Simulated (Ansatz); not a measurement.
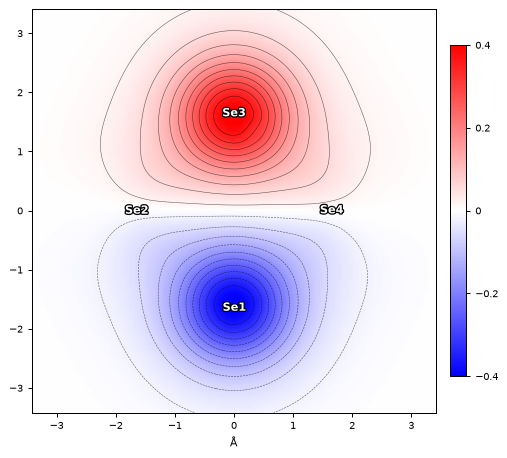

The picture shows: Se4 (charge +2). The HOMO on a plane 0.8 Å above the molecular plane (values in Å⁻³ᐟ²; the overall sign is arbitrary).

Geometry: r2SCAN-D4/def2-SVP.

Theory: RKS PBE0-D4/def2-TZVP (Ansatz 0.2.0).

```json
{"atom": "Se", "x (Å)": "-1.0411", "y (Å)": "-0.6816", "z (Å)": "1.0758"}
{"atom": "Se", "x (Å)": "0.8079", "y (Å)": "0.7248", "z (Å)": "1.2410"}
{"atom": "Se", "x (Å)": "1.0410", "y (Å)": "0.6817", "z (Å)": "-1.0757"}
{"atom": "Se", "x (Å)": "-0.8078", "y (Å)": "-0.7249", "z (Å)": "-1.2410"}
```

Where does this orbital lie, and at what energy?

By Hirshfeld shares it lies mainly on Se1 (about 45 %) and Se3 (about 45 %); it changes sign across the molecular plane (π type); it is gerade (even under inversion). It is one of a degenerate set, so its orientation is arbitrary. Its energy is −18.67 eV.
